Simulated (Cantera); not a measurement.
A closed system holds: 1 mol SiO2, 0.13 mol MgO, 0.8 mol H2O, equilibrated at 1698 K.

Cantera equilibrium calculation (NASA polynomials, part measured and part estimated; ideal gas, pure solids and liquids). Candidate condensed phases: H2O, Mg, MgO, Mg(OH)2, MgSiO3, Mg2SiO4, Si, SiO2; 24 gas species. Mutual solubility and eutectic melting of coexisting phases are not modelled. The tables hold silica as quartz up to 1696 K and as liquid above; real silica turns to tridymite and cristobalite and melts near 1996 K. Condensed phases not in the tables: alloys, solid solutions and most ternary compounds. Gases not in the tables: Si(OH)4. The numbers say what is thermodynamically allowed, not how fast it happens.

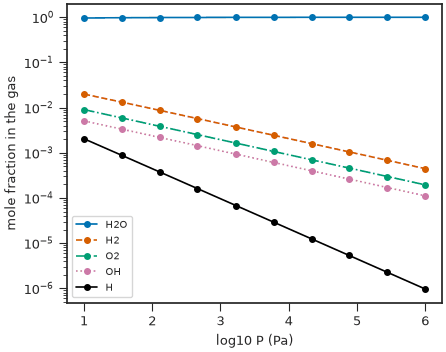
Figure. Equilibrium gas composition (values under 1e-9 drawn at 1e-9)

Task: Read off the mole fractions at 36.0 Pa.

Result: H2O about 0.98, H2 about 0.013, O2 about 0.0059, OH about 0.0033, H about 0.00088.
